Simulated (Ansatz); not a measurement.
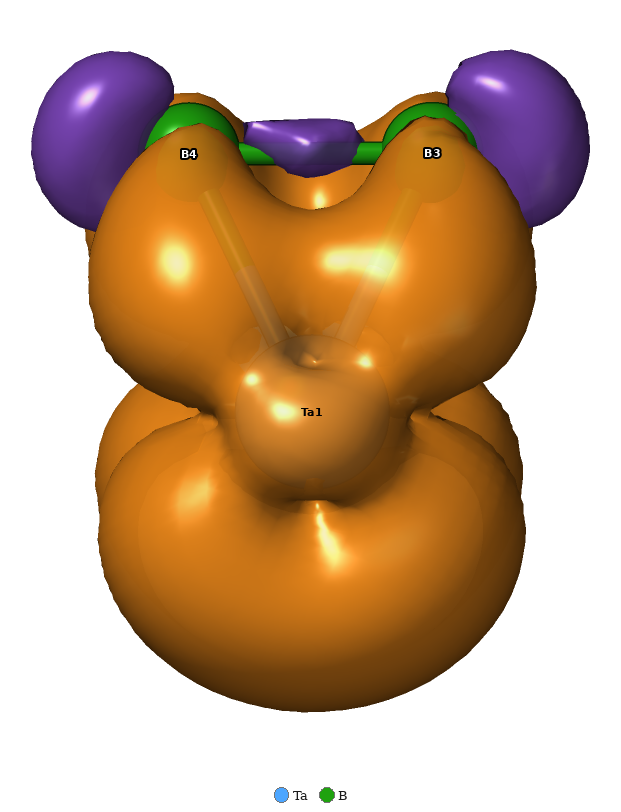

The picture shows: B2Ta2 (triplet). Isosurfaces of the spin density (α minus β) at +0.02 (orange) and −0.02 e/Å³ (purple), seen at an oblique angle.

Geometry: PBE0-D4/def2-TZVP; ⟨S²⟩ = 2.15, above the pure value of 2.00; core potentials replace the inner electrons of Ta.

All numbers below come from UKS PBE0-D4/def2-TZVP (Ansatz).

Question: Describe the spin distribution.

Answer: The unpaired spin (2 electrons) lies mostly on Ta1 (about 0.9), Ta2 (about 0.9), B3 (about 0.1) and B4 (about 0.1), in electrons by Hirshfeld's partition.
